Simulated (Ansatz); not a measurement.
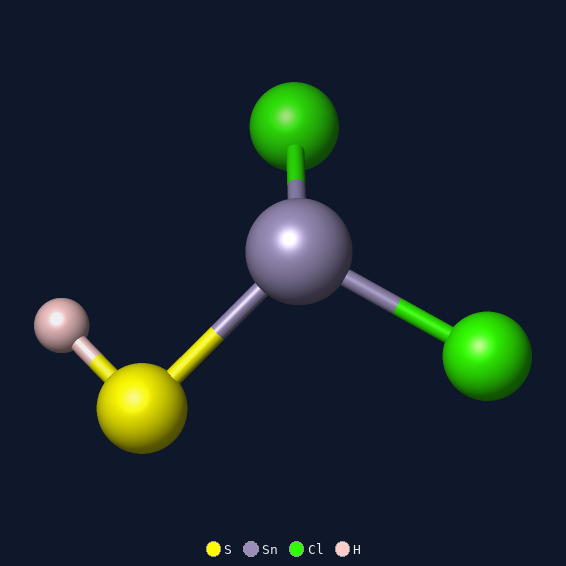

Rendered structure (ball-and-stick style). Every bond is drawn as one stick, whatever its order.

The species is neutral and a spin doublet.

> Count the atoms of each element.

Cl₂HSSn, 5 atoms: 2 chlorine, 1 hydrogen, 1 sulfur and 1 tin.

> Write the SMILES.

[SH][Sn]([Cl])[Cl]

> How many bonds of each kind are drawn?

2 Cl–Sn, 1 S–Sn, 1 S–H.

> Give the symmetry (Schoenflies symbol).

C1.

The parts below concern this one geometry. Atoms keep their numbers from picture to picture. The computed structure is the end point of a PBE0-D4/def2-TZVP optimisation.

Levels of theory compared

Program: Ansatz 0.2.0.

Tabulate dipole (D) at these levels: B3LYP-D4/def2-TZVPP; PBE-D4/def2-TZVPP; PBE0-D4/def2-TZVP; r2SCAN-D4/def2-TZVPP; ωB97M-V/def2-TZVPP.

| level | dipole (D) |
| --- | --- |
| B3LYP-D4/def2-TZVPP | 2.43 |
| PBE-D4/def2-TZVPP | 2.27 |
| PBE0-D4/def2-TZVP | 2.44 |
| r2SCAN-D4/def2-TZVPP | 2.39 |
| ωB97M-V/def2-TZVPP | 2.45 |

Vibrations

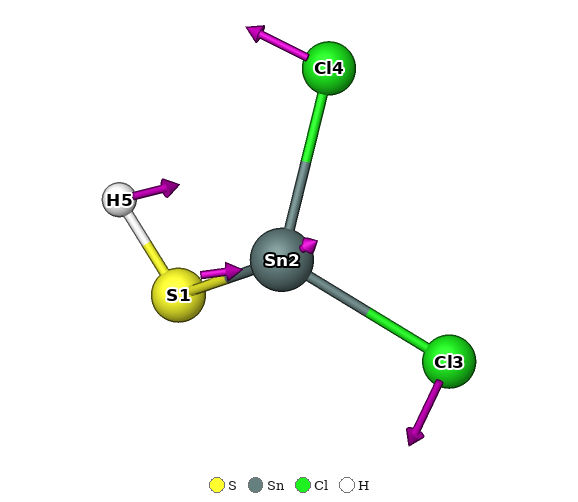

The arrows show one normal mode. Harmonic vibrations computed with UKS PBE0-D4/def2-TZVP, core potentials on Sn (Ansatz 0.2.0) at a stationary point of the same level.

> Describe the motion.

Mostly Cl–Sn–Cl bending.

> Estimate its harmonic wavenumber.

94 cm⁻¹; it is mode 2 of 9 counted from the lowest.

Charges

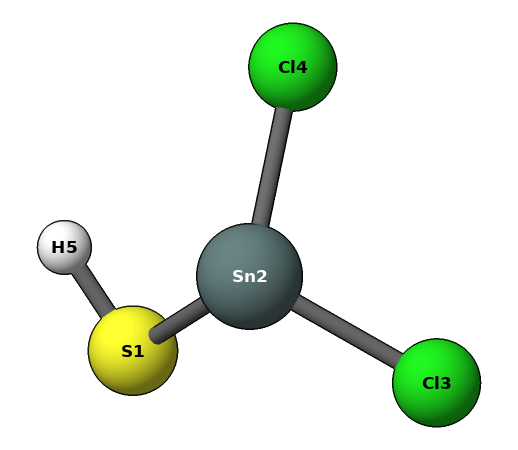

The questions are on Mulliken charges. Method: UKS PBE0-D4/def2-TZVP, core potentials on Sn (Ansatz 0.2.0).

List the Mulliken charges.

```tsv
atom	value (e)
S1	−0.34
Sn2	0.83
Cl3	−0.34
Cl4	−0.34
H5	0.19
```

Mulliken values depend strongly on the basis set and can even reverse the polarity of a bond.
